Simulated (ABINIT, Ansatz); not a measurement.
# Quasiparticle gap of YHSe (P-6m2) in ABINIT, part 2 of 3

Aim: the G0W0 gap of YHSe (P-6m2) on LDA, step by step.

ABINIT 10.8.3; LDA and many-body steps on it, plane waves. Known limits of the many-body steps: not at the basis limit; exchange with frozen shells missing; no spin-orbit coupling; coarse k mesh.

So far. Step 2 (Ground state): The gap is indirect, with the least direct gap 0.37 eV higher.

### Step 3. Bands along the symmetry lines

Level of this step: DFT, LDA, plane waves, norm-conserving pseudopotentials (ABINIT).

Levels along a band path, at the cheap level, show where the edges lie and whether the meshes to come will hold them.

run.abi

```
acell 3*1.0 Angstrom
rprim 
  3.840931335803 -0.000000000001 0.000000000000
  -1.920465667901 3.326344110998 0.000000000000
  0.000000000000 0.000000000000 3.915549560000
ntypat 3
znucl 39 1 34
natom 3
typat 1 2 3
xred 
  0.000000000000 0.000000000000 0.000000000000
  0.333333333333 0.666666666667 0.000000000000
  0.666666666667 0.333333333333 0.500000000000
pp_dirpath "pseudos"
pseudos "Y.upf, H.upf, Se.upf"
ecut 39
iscf -2
irdden 1
kptopt 0
nkpt 75
kpt 
  0.00000000 0.00000000 0.00000000
  0.06250000 0.00000000 0.00000000
  0.12500000 0.00000000 0.00000000
  0.18750000 0.00000000 0.00000000
  0.25000000 0.00000000 0.00000000
  0.31250000 0.00000000 0.00000000
  0.37500000 0.00000000 0.00000000
  0.43750000 0.00000000 0.00000000
  0.50000000 0.00000000 0.00000000
  0.47916667 0.04166667 0.00000000
  0.45833333 0.08333333 0.00000000
  0.43750000 0.12500000 0.00000000
  0.41666666 0.16666666 0.00000000
  0.39583333 0.20833333 0.00000000
  0.37500000 0.25000000 0.00000000
  0.35416666 0.29166666 0.00000000
  0.33333333 0.33333333 0.00000000
  0.29166666 0.29166666 0.00000000
  0.25000000 0.25000000 0.00000000
  0.20833333 0.20833333 0.00000000
  0.16666666 0.16666666 0.00000000
  0.12500000 0.12500000 0.00000000
  0.08333333 0.08333333 0.00000000
  0.04166667 0.04166667 0.00000000
  0.00000000 0.00000000 0.00000000
  0.00000000 0.00000000 0.06250000
  0.00000000 0.00000000 0.12500000
  0.00000000 0.00000000 0.18750000
  0.00000000 0.00000000 0.25000000
  0.00000000 0.00000000 0.31250000
  0.00000000 0.00000000 0.37500000
  0.00000000 0.00000000 0.43750000
  0.00000000 0.00000000 0.50000000
  0.06250000 0.00000000 0.50000000
  0.12500000 0.00000000 0.50000000
  0.18750000 0.00000000 0.50000000
  0.25000000 0.00000000 0.50000000
  0.31250000 0.00000000 0.50000000
  0.37500000 0.00000000 0.50000000
  0.43750000 0.00000000 0.50000000
  0.50000000 0.00000000 0.50000000
  0.47916667 0.04166667 0.50000000
  0.45833333 0.08333333 0.50000000
  0.43750000 0.12500000 0.50000000
  0.41666666 0.16666666 0.50000000
  0.39583333 0.20833333 0.50000000
  0.37500000 0.25000000 0.50000000
  0.35416666 0.29166666 0.50000000
  0.33333333 0.33333333 0.50000000
  0.29166666 0.29166666 0.50000000
  0.25000000 0.25000000 0.50000000
  0.20833333 0.20833333 0.50000000
  0.16666666 0.16666666 0.50000000
  0.12500000 0.12500000 0.50000000
  0.08333333 0.08333333 0.50000000
  0.04166667 0.04166667 0.50000000
  0.00000000 0.00000000 0.50000000
  0.50000000 0.00000000 0.50000000
  0.50000000 0.00000000 0.43750000
  0.50000000 0.00000000 0.37500000
  0.50000000 0.00000000 0.31250000
  0.50000000 0.00000000 0.25000000
  0.50000000 0.00000000 0.18750000
  0.50000000 0.00000000 0.12500000
  0.50000000 0.00000000 0.06250000
  0.50000000 0.00000000 0.00000000
  0.33333333 0.33333333 0.50000000
  0.33333333 0.33333333 0.43750000
  0.33333333 0.33333333 0.37500000
  0.33333333 0.33333333 0.31250000
  0.33333333 0.33333333 0.25000000
  0.33333333 0.33333333 0.18750000
  0.33333333 0.33333333 0.12500000
  0.33333333 0.33333333 0.06250000
  0.33333333 0.33333333 0.00000000
istwfk *1
nband 21
nbdbuf 2
tolwfr 1e-08
nstep 40
prtwf 0
prtvol 0
indata_prefix "in"
outdata_prefix "out"
tmpdata_prefix "tmp"
```

Run with:

```sh
OMP_NUM_THREADS=1 mpirun -n 4 abinit run.abi > log
```

Numbers of over 12 decimals in the logs are rounded to 6 here.

Log:

```text
.Version 10.8.3 of ABINIT. v10.8.2 released Aug 2026.

 Symmetries : space group P-6 m 2 (#187); Bravais hP (primitive hexag.)
[... echo of the input left out ...]
== DATASET  1 ==================================================================
-   mpi_nproc: 4, omp_nthreads: 1 (-1 if OMP is not activated)

--- !DatasetInfo
iteration_state: {dtset: 1, }
dimensions: {natom: 3, nkpt: 75, mband: 21, nsppol: 1, nspinor: 1, nspden: 1, mpw: 3954, }
cutoff_energies: {ecut:  39.0, pawecutdg:  -1.0, }
electrons: {nelect:   2.80000000E+01, charge:   0.00000000E+00, occopt:   1.00000000E+00, tsmear:   1.00000000E-02, }

 Real(R)+Recip(G) space primitive vectors, cartesian coordinates (Bohr,Bohr^-1):
 R(1)=  7.2583083  0.0000000  0.0000000  G(1)=  0.1377732  0.0795434  0.0000000
 R(2)= -3.6291541  6.2858794  0.0000000  G(2)=  0.0000000  0.1590867  0.0000000
 R(3)=  0.0000000  0.0000000  7.3993163  G(3)=  0.0000000  0.0000000  0.1351476
 Unit cell volume ucvol=  3.3759270E+02 bohr^3
 Angles (23,13,12)=  9.00000000E+01  9.00000000E+01  1.20000000E+02 degrees

 getcut: wavevector=  0.0000  0.0000  0.0000  ngfft=  45  45  45
         ecut(hartree)=     39.000   => boxcut(ratio)=   2.11526

--- Pseudopotential description ------------------------------------------------
- Y Generated using ONCVPSP code by D. R. Hamann
- 39.00000  11.00000  180309                  znucl, zion, pspdat
12 -1012 2 -1 1724                            pspcod,pspxc,lmax,lloc,mmax
     nproj     2     2     2
  pspatm : epsatm=   18.49213021
         --- l  ekb(1:nproj) -->
             0   10.120424    0.869710
             1    5.584292    0.424948
             2    1.196176    0.310479
 pspatm: atomic psp has been read  and splines computed

- H Generated using ONCVPSP code by D. R. Hamann
-  1.00000   1.00000  180309                  znucl, zion, pspdat
12 -1012 1 -1 1180                            pspcod,pspxc,lmax,lloc,mmax
     nproj     2     1     0
  pspatm : epsatm=    0.35439867
         --- l  ekb(1:nproj) -->
[...]
1   -0.275071
 pspatm: atomic psp has been read  and splines computed

- Se Generated using ONCVPSP code by D. R. Hamann
- 34.00000  16.00000  180309                  znucl, zion, pspdat
12 -1012 2 -1 1198                            pspcod,pspxc,lmax,lloc,mmax
     nproj     2     2     2
  pspatm : epsatm=   28.37707470
         --- l  ekb(1:nproj) -->
[...]
pspatm: atomic psp has been read  and splines computed

--------------------------------------------------------------------------------

================================================================================
 prteigrs : about to open file out_EIG
 Non-SCF case, kpt    1 (  0.00000  0.00000  0.00000), residuals and eigenvalues=
  7.49E-09  1.67E-09  9.96E-09  1.73E-09  7.47E-09  6.52E-09  5.89E-09  3.70E-09
[...]
7.77E-09  8.15E-09  8.49E-09  2.59E-06  8.82E-04
[...]
Non-SCF case, kpt   74 (  0.33333  0.33333  0.06250), residuals and eigenvalues=
[...]
Non-SCF case, kpt   75 (  0.33333  0.33333  0.00000), residuals and eigenvalues=
[...]
-5.6661E-01 -5.6621E-01 -5.5996E-01 -1.9981E-01  8.4064E-02  1.0262E-01
  1.6190E-01  2.2223E-01  3.2355E-01  3.4796E-01  3.6129E-01  4.8884E-01
[...]
--- !ResultsGS
iteration_state: {dtset: 1, }
comment   : Summary of ground state results
lattice_vectors:
- [  7.2583083,  -0.0000000,   0.0000000, ]
- [ -3.6291541,   6.2858794,   0.0000000, ]
- [  0.0000000,   0.0000000,   7.3993163, ]
lattice_lengths: [   7.25831,    7.25831,    7.39932, ]
lattice_angles: [ 90.000,  90.000, 120.000, ] # degrees, (23, 13, 12)
lattice_volume:   3.3759270E+02
convergence: {deltae:  0.000E+00, res2:  0.000E+00, residm:  9.996E-09, diffor:  0.000E+00, }
etotal    :  -1.62784166E+02
entropy   :   0.00000000E+00
fermie    :   2.48575670E-01
cartesian_stress_tensor: null
pressure_GPa: null
xred      :
- [  0.0000E+00,   0.0000E+00,   0.0000E+00,  Y]
- [  3.3333E-01,   6.6667E-01,   0.0000E+00,  H]
- [  6.6667E-01,   3.3333E-01,   5.0000E-01, Se]
cartesian_forces: null
force_length_stats: {min: null, max: null, mean: null, }

 Integrated electronic density in atomic spheres:
 ------------------------------------------------
 Atom  Sphere_radius  Integrated_density
[...]
================================================================================

 ----iterations are completed or convergence reached----

 Mean square residual over all n,k,spin=   56.622E-10; max=  99.960E-10
 reduced coordinates (array xred) for    3 atoms
[...]
0.333333333333      0.666666666667      0.000000000000
       0.666666666667      0.333333333333      0.500000000000

 cartesian coordinates (angstrom) at end:
    1      0.000000     0.000000     0.000000
    2      3.3e-13     2.217563     0.000000
    3      1.920466     1.108781     1.957775
 length scales=  1.889726125908  1.889726125908  1.889726125908 bohr
              =  1.000000000000  1.000000000000  1.000000000000 angstroms
 prteigrs : about to open file out_EIG
 Eigenvalues (hartree) for nkpt=  75  k points:
 kpt#   1, nband= 21, wtk=  1.00000, kpt=  0.0000  0.0000  0.0000 (reduced coord)
[...]
kpt#   2, nband= 21, wtk=  1.00000, kpt=  0.0625  0.0000  0.0000 (reduced coord)
[...]
kpt#   3, nband= 21, wtk=  1.00000, kpt=  0.1250  0.0000  0.0000 (reduced coord)
[...]
kpt#  74, nband= 21, wtk=  1.00000, kpt=  0.3333  0.3333  0.0625 (reduced coord)
[...]
0.36267    0.48414    0.50645    0.54094    0.55549
 kpt#  75, nband= 21, wtk=  1.00000, kpt=  0.3333  0.3333  0.0000 (reduced coord)
  -1.48685   -1.48667   -1.48667   -1.48526   -1.48526   -1.29479   -0.56661   -0.56621
  -0.55996   -0.19981    0.08406    0.10262    0.16190    0.22223    0.32355    0.34796
   0.36129    0.48884    0.50629    0.53571    0.57126

== END DATASET(S) ==============================================================
================================================================================

 -outvars: echo values of variables after computation  --------
            nband          21
             nkpt          75
          spgroup         187
 [... the other variables as echoed above ...]

 Calculation completed.
```

The job ended after 39 s (4 MPI ranks of Arm Neoverse V1, shared host; peak memory 0.35 GiB).

This step gave:

* gap: 1.365 eV
* k of the valence top: 0, 0, 0.5
* k of the conduction bottom: 0, 0, 0
* least direct gap: 1.739 eV

The gap is 1.365 eV, as in the run before at this level.

The electronic bands at the labelled points (eV, zero at the top of the highest filled band):

```tsv
point	band 11	band 12	band 13	band 14	band 15	band 16	band 17	band 18
Γ	-3.58	-1.69	-1.56	-1.56	1.36	3.74	3.74	3.94
M	-5.28	-2.38	-2.12	-1.45	2.67	3.29	4.26	4.43
K	-4.48	-3.97	-2.36	-0.72	2.04	2.70	3.07	6.54
Γ	-3.58	-1.69	-1.56	-1.56	1.36	3.74	3.74	3.94
A	-6.28	-1.14	-1.14	0.00	1.74	1.74	3.67	3.67
L	-3.92	-3.65	-3.13	-2.31	3.54	4.78	4.87	5.78
H	-3.96	-3.60	-3.02	-2.49	3.91	4.23	5.06	5.67
A	-6.28	-1.14	-1.14	0.00	1.74	1.74	3.67	3.67
jump to L	-3.92	-3.65	-3.13	-2.31	3.54	4.78	4.87	5.78
M	-5.28	-2.38	-2.12	-1.45	2.67	3.29	4.26	4.43
jump to H	-3.96	-3.60	-3.02	-2.49	3.91	4.23	5.06	5.67
K	-4.48	-3.97	-2.36	-0.72	2.04	2.70	3.07	6.54
```

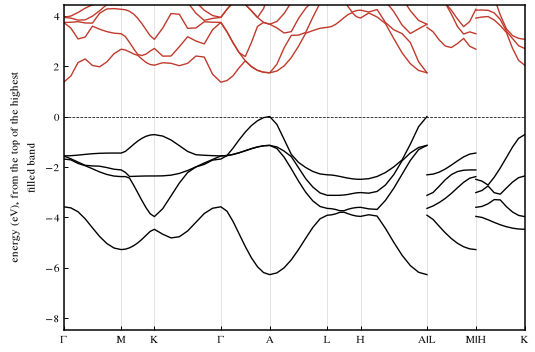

Electronic bands along the path; lines of filled and empty bands in two colours.

### Step 4. Empty states on the mesh, 3×3×4 mesh, 103 bands

The sums over transitions need many empty states on a uniform mesh; this step solves for them.

run.abi

```
acell 3*1.0 Angstrom
rprim 
  3.840931335803 -0.000000000001 0.000000000000
  -1.920465667901 3.326344110998 0.000000000000
  0.000000000000 0.000000000000 3.915549560000
ntypat 3
znucl 39 1 34
natom 3
typat 1 2 3
xred 
  0.000000000000 0.000000000000 0.000000000000
  0.333333333333 0.666666666667 0.000000000000
  0.666666666667 0.333333333333 0.500000000000
pp_dirpath "pseudos"
pseudos "Y.upf, H.upf, Se.upf"
ecut 39
ngkpt 3 3 4
nshiftk 1
shiftk 0 0 0
kptopt 1
chksymbreak 0
iscf -2
irdden 1
istwfk *1
nband 103
nbdbuf 8
tolwfr 1e-09
nstep 60
prtvol 0
indata_prefix "in"
outdata_prefix "out"
tmpdata_prefix "tmp"
```

Log:

```text
.Version 10.8.3 of ABINIT. v10.8.2 released Aug 2026.

 Symmetries : space group P-6 m 2 (#187); Bravais hP (primitive hexag.)
[... echo of the input left out ...]
== DATASET  1 ==================================================================
-   mpi_nproc: 4, omp_nthreads: 1 (-1 if OMP is not activated)

--- !DatasetInfo
iteration_state: {dtset: 1, }
dimensions: {natom: 3, nkpt: 9, mband: 103, nsppol: 1, nspinor: 1, nspden: 1, mpw: 3939, }
cutoff_energies: {ecut:  39.0, pawecutdg:  -1.0, }
electrons: {nelect:   2.80000000E+01, charge:   0.00000000E+00, occopt:   1.00000000E+00, tsmear:   1.00000000E-02, }

 Real(R)+Recip(G) space primitive vectors, cartesian coordinates (Bohr,Bohr^-1):
 R(1)=  7.2583083  0.0000000  0.0000000  G(1)=  0.1377732  0.0795434  0.0000000
 R(2)= -3.6291541  6.2858794  0.0000000  G(2)=  0.0000000  0.1590867  0.0000000
 R(3)=  0.0000000  0.0000000  7.3993163  G(3)=  0.0000000  0.0000000  0.1351476
 Unit cell volume ucvol=  3.3759270E+02 bohr^3
 Angles (23,13,12)=  9.00000000E+01  9.00000000E+01  1.20000000E+02 degrees

 getcut: wavevector=  0.0000  0.0000  0.0000  ngfft=  45  45  45
         ecut(hartree)=     39.000   => boxcut(ratio)=   2.11526

--- Pseudopotential description ------------------------------------------------
- Y Generated using ONCVPSP code by D. R. Hamann
- 39.00000  11.00000  180309                  znucl, zion, pspdat
12 -1012 2 -1 1724                            pspcod,pspxc,lmax,lloc,mmax
     nproj     2     2     2
  pspatm : epsatm=   18.49213021
         --- l  ekb(1:nproj) -->
             0   10.120424    0.869710
             1    5.584292    0.424948
             2    1.196176    0.310479
 pspatm: atomic psp has been read  and splines computed

- H Generated using ONCVPSP code by D. R. Hamann
-  1.00000   1.00000  180309                  znucl, zion, pspdat
12 -1012 1 -1 1180                            pspcod,pspxc,lmax,lloc,mmax
     nproj     2     1     0
  pspatm : epsatm=    0.35439867
         --- l  ekb(1:nproj) -->
[...]
1   -0.275071
 pspatm: atomic psp has been read  and splines computed

- Se Generated using ONCVPSP code by D. R. Hamann
- 34.00000  16.00000  180309                  znucl, zion, pspdat
12 -1012 2 -1 1198                            pspcod,pspxc,lmax,lloc,mmax
     nproj     2     2     2
  pspatm : epsatm=   28.37707470
         --- l  ekb(1:nproj) -->
[...]
pspatm: atomic psp has been read  and splines computed

--------------------------------------------------------------------------------

================================================================================
 prteigrs : about to open file out_EIG
 Non-SCF case, kpt    1 (  0.00000  0.00000  0.00000), residuals and eigenvalues=
  7.64E-10  2.57E-10  3.57E-10  5.32E-11  8.17E-10  2.85E-10  5.82E-10  1.55E-10
  6.30E-10  1.51E-10  8.89E-11  6.34E-10  1.02E-10  1.56E-10  1.16E-10  9.76E-11
  5.03E-10  2.27E-10  5.17E-10  4.23E-10  7.28E-10  9.68E-10  2.89E-10  7.31E-10
[...]
1.61E-08  6.63E-07  7.15E-06  1.77E-06  2.59E-05  3.45E-06  5.10E-05
 -1.4869E+00 -1.4867E+00 -1.4867E+00 -1.4853E+00 -1.4853E+00 -1.2957E+00
 -5.6179E-01 -5.5818E-01 -5.5818E-01 -2.3769E-01  1.1694E-01  1.8664E-01
  1.9116E-01  1.9116E-01  2.9874E-01  3.8596E-01  3.8596E-01  3.9330E-01
[...]
2.8263E+00  2.8263E+00  2.8724E+00  2.8724E+00  2.8960E+00  2.9765E+00
  2.9781E+00  2.9781E+00  3.0238E+00  3.0324E+00  3.0325E+00  3.0391E+00
  3.0397E+00
 prteigrs : prtvol=0 or 1, do not print more k-points.

--- !ResultsGS
iteration_state: {dtset: 1, }
comment   : Summary of ground state results
lattice_vectors:
- [  7.2583083,  -0.0000000,   0.0000000, ]
- [ -3.6291541,   6.2858794,   0.0000000, ]
- [  0.0000000,   0.0000000,   7.3993163, ]
lattice_lengths: [   7.25831,    7.25831,    7.39932, ]
lattice_angles: [ 90.000,  90.000, 120.000, ] # degrees, (23, 13, 12)
lattice_volume:   3.3759270E+02
convergence: {deltae:  0.000E+00, res2:  0.000E+00, residm:  9.957E-10, diffor:  0.000E+00, }
etotal    :  -1.62784166E+02
entropy   :   0.00000000E+00
fermie    :   2.48575670E-01
cartesian_stress_tensor: null
pressure_GPa: null
xred      :
- [  0.0000E+00,   0.0000E+00,   0.0000E+00,  Y]
- [  3.3333E-01,   6.6667E-01,   0.0000E+00,  H]
- [  6.6667E-01,   3.3333E-01,   5.0000E-01, Se]
cartesian_forces: null
force_length_stats: {min: null, max: null, mean: null, }

 Integrated electronic density in atomic spheres:
 ------------------------------------------------
 Atom  Sphere_radius  Integrated_density
[...]
================================================================================

 ----iterations are completed or convergence reached----

 Mean square residual over all n,k,spin=   46.408E-11; max=  99.566E-11
 reduced coordinates (array xred) for    3 atoms
[...]
0.333333333333      0.666666666667      0.000000000000
       0.666666666667      0.333333333333      0.500000000000

 cartesian coordinates (angstrom) at end:
    1      0.000000     0.000000     0.000000
    2      3.3e-13     2.217563     0.000000
    3      1.920466     1.108781     1.957775
 length scales=  1.889726125908  1.889726125908  1.889726125908 bohr
              =  1.000000000000  1.000000000000  1.000000000000 angstroms
 prteigrs : about to open file out_EIG
 Eigenvalues (hartree) for nkpt=   9  k points:
 kpt#   1, nband=103, wtk=  0.02778, kpt=  0.0000  0.0000  0.0000 (reduced coord)
[...]
2.51356    2.54078    2.56138    2.56138    2.56932    2.56932    2.62707    2.71969
   2.77641    2.78610    2.82630    2.82630    2.87240    2.87240    2.89596    2.97653
   2.97807    2.97807    3.02377    3.03237    3.03252    3.03910    3.03968
 prteigrs : prtvol=0 or 1, do not print more k-points.

== END DATASET(S) ==============================================================
================================================================================

 -outvars: echo values of variables after computation  --------
            nband         103
             nkpt           9
          spgroup         187
 [... the other variables as echoed above ...]

 Calculation completed.
```

Run time: 50 s. Hardware: 4 MPI ranks; peak memory 0.32 GiB.

This step gave:

```yaml
gap: 1.365 eV
k_of_the_valence_top: 0, 0, 0.5
k_of_the_conduction_bottom: 0, 0, 0
least_direct_gap: 1.739 eV
k_points_computed: 9
lowest_point_of_the_top_converged_band_above_the_valence_top: 67.2625 eV
```

On this mesh the gap is 1.365 eV.

### Step 5. Screening, 3×3×4 mesh, 95 bands, screening to 176.9 eV

The RPA dielectric matrix is built and inverted for each q.

This step: RPA screening on LDA, plane waves, norm-conserving pseudopotentials.

run.abi: that of step 4 with these lines changed.

```diff
@@ -21,10 +21,11 @@
 chksymbreak 0
-iscf -2
-irdden 1
 istwfk *1
-nband 103
-nbdbuf 8
-tolwfr 1e-09
-nstep 60
-prtvol 0
+occopt 1
+irdwfk 1
+optdriver 3
+nband 95
+ecuteps 6.5
+inclvkb 2
+awtr 1
+symchi 1
 indata_prefix "in"
```

Log:

```text
.Version 10.8.3 of ABINIT. v10.8.2 released Aug 2026.

 Symmetries : space group P-6 m 2 (#187); Bravais hP (primitive hexag.)
[... echo of the input left out ...]
== DATASET  1 ==================================================================
-   mpi_nproc: 4, omp_nthreads: 1 (-1 if OMP is not activated)

--- !DatasetInfo
iteration_state: {dtset: 1, }
dimensions: {natom: 3, nkpt: 9, mband: 95, nsppol: 1, nspinor: 1, nspden: 1, mpw: 3939, }
cutoff_energies: {ecut:  39.0, pawecutdg:  -1.0, }
electrons: {nelect:   2.80000000E+01, charge:   0.00000000E+00, occopt:   1.00000000E+00, tsmear:   1.00000000E-02, }

 SCREENING: Calculation of the susceptibility and dielectric matrices

 Based on a program developped by R.W. Godby, V. Olevano, G. Onida, and L. Reining.
 Incorporated in ABINIT by V. Olevano, G.-M. Rignanese, and M. Torrent.
.Using double precision arithmetic ; gwpc =  8

[... cell and pseudopotentials left out ...]
--------------------------------------------------------------------------------

 ==== K-mesh for the wavefunctions ====
 Number of points in the irreducible wedge :     9
[... list of points left out ...]
 Together with 12 symmetry operations and time-reversal symmetry
 yields    36 points in the full Brillouin Zone.

 ==== Q-mesh for the screening function ====
 Number of points in the irreducible wedge :     9
[... list of points left out ...]
 Together with 12 symmetry operations and time-reversal symmetry
 yields    36 points in the full Brillouin Zone.

 setmesh: FFT mesh size selected  =    25x   25x   30
          total number of points  =        18750

 vcoul_init : cutoff-mode = AUXILIARY_FUNCTION
 q-points for optical limit:   1
     1)      0.000010    0.000020    0.000030

- screening: taking advantage of time-reversal symmetry
- Maximum band index for partially occupied states nbvw = 14
- Remaining bands to be divided among processors   nbcw = 81
- Number of bands treated by each node ~20

 Number of electrons calculated from density =   28.0000; Expected =   28.0000
 average of density, n =  0.082940
 r_s =    1.4225
 omega_plasma =   27.7804 [eV]

 calculating chi0 at frequencies [eV] :
  1    0.000000E+00    0.000000E+00
  2    0.000000E+00    2.778037E+01

--------------------------------------------------------------------------------
  q-point number  1        q = ( 0.000000, 0.000000, 0.000000) [r.l.u.]
--------------------------------------------------------------------------------
[... chi0 elements left out ...]
 For q-point:  0.000010 0.000020 0.000030
  dielectric constant =  11.4555
  dielectric constant without local fields =  12.6502

  Average fulfillment of the sum rule on Im[epsilon] for q-point    1 :     63.44  [%]
[... wings left out ...]
  q-point number  2        q = ( 0.333333, 0.000000, 0.000000) [r.l.u.]
--------------------------------------------------------------------------------
[... chi0 elements left out ...]
  Average fulfillment of the sum rule on Im[epsilon] for q-point    2 :     70.75  [%]

 [... 7 further q-points ...]
```

Elapsed: 28 s, on 4 MPI ranks; peak memory 0.75 GiB; 1.8 min of CPU time.

Numbers from this step:

```yaml
eps_infinity_with_local_fields_on_this_mesh_along_the_program_s_q_direction: 11.46
the_same_without_local_fields: 12.65
plasma_frequency: 27.78 eV
plane_waves_in_the_screening_matrix: 267
```

Local fields lower ε∞ by 9 %. On a Γ-centred mesh this coarse the value itself is usually too large, while a short band sum pulls it down.

[end of part 2 of 3]

[Paths, hosts, dates, memory and timing lines, banners, echoed tables and standing remarks are left out of the program output.]

[Logs are printed without paths, hosts, clocks, repeated set-up lines and the standing remarks that a program may print on its own settings, such as how far it seeks lower states.]

[Runs of the session that timed out or met a known fault of the program may be left out.]

[Hosts, paths, dates, database ids (printed as entryN), source tags and the programs' standing remarks are cut or masked in the printed files.]

[G0W0 gaps are taken among the corrected bands and points alone; a level outside them can change the order at an edge.]

[Where Ansatz stands beside ABINIT at settings called matched, ABINIT's density can come from a denser mesh and the files from another edition; pairs whose starting gaps differed by over 0.03 eV were left out, so agreement reads better than it is.]
